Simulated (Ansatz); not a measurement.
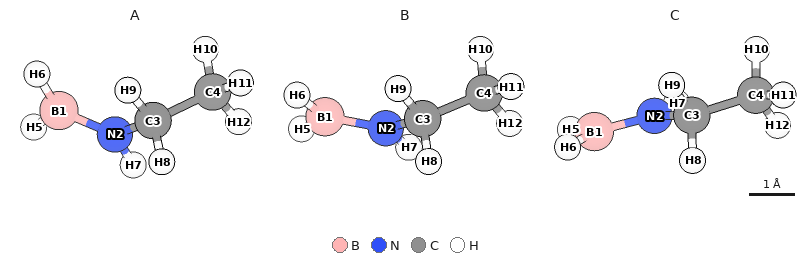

3 geometries from a converged minimum-energy path of C$_{2}$H$_{8}$BN, shuffled. Style: ball-and-stick. Shown at a tilt.

Method: RKS B3LYP/def2-SVP in Ansatz. Settings: 5 movable images; climbing image; force threshold 0.05 eV/Å; iteration limit 60; starting path by image-dependent pair potential.

Q: Which of them lies highest in energy?

A: C. In order along the path, whose images run from 0 to 6: C (image 3, +8.6 kJ/mol), B (image 5, +1.9 kJ/mol), A (image 6, 0.0 kJ/mol). The motion is a rotation about the N2–C3 bond by about 125°. No bond forms or breaks between the ends. Bond angles that change up to the highest image, for instance: N2–C3–H8 107.6° → 109.6°.

Cost: 57 s on 2 threads of Arm Neoverse V2 (shared host), peak memory 0.18 GiB.
